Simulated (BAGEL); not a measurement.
**C2H3AlN (SMILES [CH3][Al][C]#N) at UHF/def2-SVPD (density fitting with qzvpp-jkfit)**

What is the vertical electron affinity of C2H3AlN at UHF/def2-SVPD (density fitting with qzvpp-jkfit)? 

The calculation is run with BAGEL 1.2.2.

6 further runs of the same task are left out: 3 that didn't finish, 3 set aside as unsound or not needed. Runs told in other sessions of the task aren't counted.

## (1) Starting point

The species is C2H3AlN (7 atoms), meant as a doublet with charge 0. As SMILES, `[CH3][Al][C]#N`. The shape is that of a PBE0-D4/def2-TZVP optimisation.

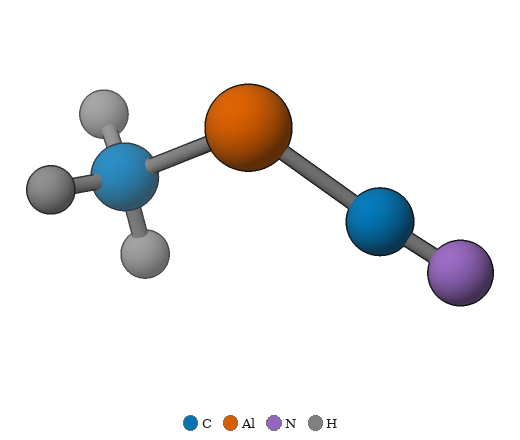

The structure, seen from a chosen angle (carbon blue, aluminium orange, nitrogen purple, hydrogen grey).

## (2) The energy at UHF/def2-SVPD (density fitting with qzvpp-jkfit)

File calc.json:

```json
{ "bagel": [

{
  "title": "molecule",
  "basis": "def2-svpd.json",
  "df_basis": "qzvpp-jkfit",
  "angstrom": "true",
  "geometry": [
    { "atom": "C", "xyz": [      -0.673300,       0.886300,      -0.395500 ] },
    { "atom": "Al", "xyz": [       0.922500,       0.335200,       0.590400 ] },
    { "atom": "C", "xyz": [       1.254700,      -1.588500,       0.707200 ] },
    { "atom": "N", "xyz": [       1.516400,      -2.708800,       0.817100 ] },
    { "atom": "H", "xyz": [      -0.404600,       1.537900,      -1.231600 ] },
    { "atom": "H", "xyz": [      -1.348300,       1.454900,       0.250400 ] },
    { "atom": "H", "xyz": [      -1.206400,       0.014900,      -0.783600 ] }
  ]
},

{
  "title": "uhf",
  "nopen": 1
},

{
  "title": "print",
  "file": "orbitals.molden",
  "orbitals": "true"
}

]}
```

The basis set def2-SVPD is read from a file made from the Basis Set Exchange's data (not shown).

Launch:

```console
$ BAGEL_NUM_THREADS=1 BAGEL calc.json > calc.out
```

Standard output:

```text
* using 1 threads per process

  ===============================================================
  ===============================================================

  *** Geometry ***

  { "atom" : "C", "xyz" : [     -1.272353,      1.674864,     -0.747387 ] },
  { "atom" : "Al", "xyz" : [      1.743272,      0.633436,      1.115694 ] },
  { "atom" : "C", "xyz" : [      2.371039,     -3.001830,      1.336414 ] },
  { "atom" : "N", "xyz" : [      2.865581,     -5.118890,      1.544095 ] },
  { "atom" : "H", "xyz" : [     -0.764583,      2.906210,     -2.327387 ] },
  { "atom" : "H", "xyz" : [     -2.547918,      2.749363,      0.473187 ] },
  { "atom" : "H", "xyz" : [     -2.279766,      0.028157,     -1.480789 ] },

  Number of auxiliary basis functions:      409

  Since a DF basis is specified, we compute 2- and 3-index integrals:
    o Being stored without compression. Storage requirement is 0.038 GB

  Number of basis functions:      108
  Number of electrons      :       35

    * METHOD: MOLECULE                             0.18

  *** Open-shell HF ***

  === Nuclear Repulsion ===
   110.3068932683

      * DIIS with orbital gradients will be used.

  === UHF iteration (def2-svpd.json) ===
      0       -373.43036790          0.03385408           0.13
      1       -373.57149479          0.02445019           0.14
      2       -373.59958869          0.01999334           0.14
      3       -373.65816623          0.00232046           0.14
      4       -373.65953380          0.00082674           0.14
      5       -373.65989092          0.00019083           0.14
      6       -373.65993603          0.00008286           0.14
      7       -373.65994995          0.00004190           0.14
      8       -373.65995582          0.00001654           0.14
      9       -373.65995778          0.00000891           0.14
     10       -373.65995846          0.00000490           0.14
     11       -373.65995913          0.00000260           0.14
     12       -373.65995959          0.00000220           0.14
     13       -373.65996000          0.00000194           0.14
     14       -373.65996056          0.00000167           0.14
     15       -373.65996139          0.00000117           0.14
     16       -373.65996188          0.00000076           0.14
     17       -373.65996213          0.00000055           0.14
     18       -373.65996232          0.00000031           0.14
     19       -373.65996247          0.00000022           0.14
     20       -373.65996259          0.00000018           0.14
     21       -373.65996273          0.00000015           0.14
     22       -373.65996282          0.00000013           0.14
     23       -373.65996289          0.00000012           0.14
     24       -373.65996292          0.00000011           0.14
     25       -373.65996295          0.00000009           0.14
     26       -373.65996295          0.00000009           0.14
     27       -373.65996295          0.00000008           0.14
     28       -373.65996295          0.00000008           0.14
     29       -373.65996296          0.00000007           0.14
     30       -373.65996296          0.00000005           0.14
     31       -373.65996297          0.00000003           0.14
     32       -373.65996297          0.00000002           0.14
     33       -373.65996297          0.00000001           0.14
    * SCF iteration converged.

    * S^2 (UHF) is 0.7542

    * Permanent dipole moment:
           (    0.430520,    -1.620458,     0.193063) a.u.

    * METHOD: UHF                                  4.82

    * METHOD: PRINT                                0.02

  ===============================================================
```

Wall time 5.4 s (1 thread of Arm Neoverse V2, shared host); peak memory 0.12 GiB.

## (3) The singlet anion, same level

File input.json:

```json
{ "bagel" : [

{
  "title" : "molecule",
  "basis" : "def2-svpd.json",
  "df_basis" : "qzvpp-jkfit",
  "angstrom" : true,
  "geometry" : [
    { "atom" : "C", "xyz" : [      -0.673300,       0.886300,      -0.395500 ] },
    { "atom" : "Al", "xyz" : [       0.922500,       0.335200,       0.590400 ] },
    { "atom" : "C", "xyz" : [       1.254700,      -1.588500,       0.707200 ] },
    { "atom" : "N", "xyz" : [       1.516400,      -2.708800,       0.817100 ] },
    { "atom" : "H", "xyz" : [      -0.404600,       1.537900,      -1.231600 ] },
    { "atom" : "H", "xyz" : [      -1.348300,       1.454900,       0.250400 ] },
    { "atom" : "H", "xyz" : [      -1.206400,       0.014900,      -0.783600 ] }
  ]
},

{
  "title" : "hf",
  "charge" : -1
},

{
  "title" : "print",
  "file" : "orbitals.molden",
  "orbitals" : true
}

]}
```

The basis set def2-SVPD is read from a file made from the Basis Set Exchange's data (not shown).

Launch:

```console
$ BAGEL_NUM_THREADS=1 BAGEL input.json > input.out
```

Standard output:

```text
* using 1 threads per process

  ===============================================================
  ===============================================================

  *** Geometry ***

  { "atom" : "C", "xyz" : [     -1.272353,      1.674864,     -0.747387 ] },
  { "atom" : "Al", "xyz" : [      1.743272,      0.633436,      1.115694 ] },
  { "atom" : "C", "xyz" : [      2.371039,     -3.001830,      1.336414 ] },
  { "atom" : "N", "xyz" : [      2.865581,     -5.118890,      1.544095 ] },
  { "atom" : "H", "xyz" : [     -0.764583,      2.906210,     -2.327387 ] },
  { "atom" : "H", "xyz" : [     -2.547918,      2.749363,      0.473187 ] },
  { "atom" : "H", "xyz" : [     -2.279766,      0.028157,     -1.480789 ] },

  Number of auxiliary basis functions:      409

  Since a DF basis is specified, we compute 2- and 3-index integrals:
    o Being stored without compression. Storage requirement is 0.038 GB

  Number of basis functions:      108
  Number of electrons      :       35

    * METHOD: MOLECULE                             0.18

  *** RHF ***

  === Nuclear Repulsion ===
   110.3068932683

      * DIIS with orbital gradients will be used.

  === RHF iteration (def2-svpd.json) ===
      0       -373.41873869          0.01808592           0.07
      1       -373.59550810          0.01143963           0.07
      2       -373.66329843          0.00247947           0.07
      3       -373.66765183          0.00114986           0.07
      4       -373.66908298          0.00022038           0.07
      5       -373.66917580          0.00008439           0.07
      6       -373.66919250          0.00003967           0.07
      7       -373.66919621          0.00001075           0.07
      8       -373.66919644          0.00000547           0.07
      9       -373.66919650          0.00000283           0.07
     10       -373.66919652          0.00000124           0.07
     11       -373.66919652          0.00000034           0.07
     12       -373.66919652          0.00000016           0.07
     13       -373.66919652          0.00000008           0.07
     14       -373.66919652          0.00000002           0.07
     15       -373.66919652          0.00000001           0.07
     16       -373.66919652          0.00000001           0.07
    * SCF iteration converged.

    * Permanent dipole moment:
           (    1.544474,     0.433038,     1.000644) a.u.

    * METHOD: HF                                   1.30

    * METHOD: PRINT                                0.02

  ===============================================================
```

It took 1.7 s on 1 thread of Arm Neoverse V2, shared host; peak memory 0.12 GiB.

## (4) Results

At UHF/def2-SVPD (density fitting with qzvpp-jkfit):

```
                                                            quantity          value
                                       doublet C2H3AlN: total energy  -373.65996 Eh
                                      doublet C2H3AlN: dipole moment         4.29 D
                                               doublet C2H3AlN: ⟨S²⟩          0.754
                                         singlet anion: total energy  -373.66920 Eh
                                          singlet anion: HOMO energy       -1.17 eV
                                          singlet anion: LUMO energy        5.52 eV
singlet anion: HOMO–LUMO gap (to an unbound level, set by the basis)        6.70 eV
                   vertical electron affinity (to the singlet anion)       0.251 eV
```

At fixed nuclei the extra electron is bound by 0.25 eV (5.8 kcal/mol).
